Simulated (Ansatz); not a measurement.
# WC: pressure series

Consider WC (space group P-6m2, No. 187).

```yaml
crystal:
  lattice:
    - [2.92196, 0.00000, 0.00000]
    - [-1.46098, 2.53050, 0.00000]
    - [0.00000, 0.00000, 2.84728]
  atoms:
    - { symbol: W, position: [0.00000, 0.00000, 0.00000] }
    - { symbol: C, position: [0.66667, 0.33333, 0.50000] }
```

Cell and atoms are relaxed at each pressure.

Computed with PBE (Ansatz, an electronic-structure program; PAW; 420 eV plane waves; no SOC), earlier PAW set.

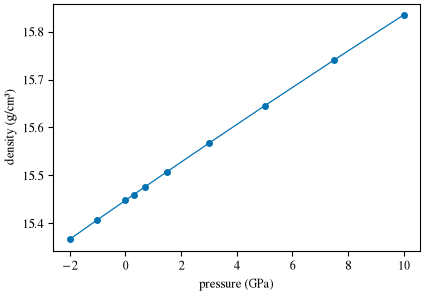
Fig. 1. Density against pressure

Task: From the plot, what is the density for pressure 10 GPa?

Result: About 15.83 g/cm³.

Task: Is the trend monotonic over the range shown?

Result: Yes, it rises throughout, spanning 15.37 g/cm³ to 15.83 g/cm³.

Load acts through the strain it causes; cell and atoms are relaxed under it. Whether these cells are dynamically stable was not tested. No other phases were tried under pressure. All final runs are without spin polarisation.
